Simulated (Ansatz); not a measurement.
The reference is P (space group I4_132, No. 214; a = 6.041 Å; a hypothetical phase, not in the database extracts checked; relaxed with 0.1 eV smearing). Axes: x, y, z lie along the cube axes.

The change: the symmetric strain tensor [0.0185 -0.0009 0.0002; -0.0009 -0.0071 0.0212; 0.0002 0.0212 0.0088], atoms relaxed at fixed cell.

Calculations: Kohn–Sham DFT with the PBEsol functional, run in Ansatz (a first-principles code) with PAW and 420 eV plane waves, spin-orbit coupling left out.

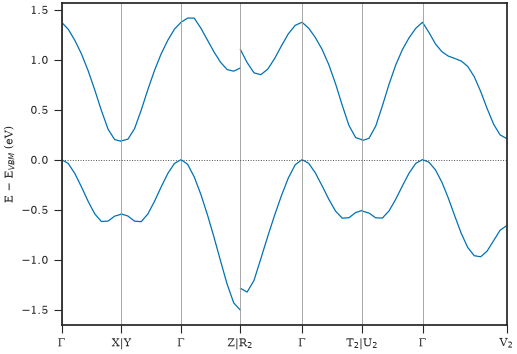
Figure: Highest valence and lowest conduction band along the path of the changed cell's own zone

Read the changed gap and its character from the plot.

About 0.18 eV, indirect, Γ → X.

Stability against distortions was not tested. Under strain tensor (xx, yy, zz, yz, xz, xy) = (+1.85, −0.71, +0.88, +2.12, +0.02, −0.10) % the cell ends below the base's energy or with stress of the wrong sign: the atoms slid into a distortion or the cell is elastically unstable, so the base is not a stable minimum at this level. The zero or small gap of P can change with the level of theory. k-point labels follow each cell's own Brillouin zone.
